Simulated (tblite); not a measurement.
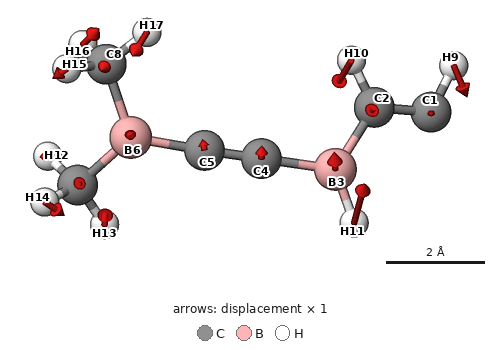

This is a relaxation of C$_{6}$H$_{9}$B$_{2}$ (multiplicity 2). The starting structure is drawn; red arrows show the displacements, at their true length. The two geometries are superimposed by the best rigid fit.

A ball-and-stick model, seen at a tilt.

Method: GFN2-xTB geometry optimisation, gas phase in tblite. 

Question: Atoms of which element are displaced furthest, and by how much?

Answer: Hydrogen: up to 1.49 Å, against 0.47 Å for boron.

Question: What happened in the run?

Answer: An H atom moves most after the best rigid fit: 1.49 Å. Largest moves by element: H 1.49 Å, B 0.47 Å, C 0.41 Å. Some distances before and after: B–C 1.558 → 1.490 Å, C–H 1.099 → 1.067 Å, C–H 1.116 → 1.088 Å, B–C 1.606 → 1.582 Å. Bond angles that change, for instance: C–C–H 115.9° → 140.8°, B–C–H 106.7° → 113.8°, H–C–H 113.8° → 106.9°. Over 134 geometry steps the energy falls by 19.0 kcal/mol. The run took 0.87 s on 1 thread of Arm Neoverse V1 (shared host).
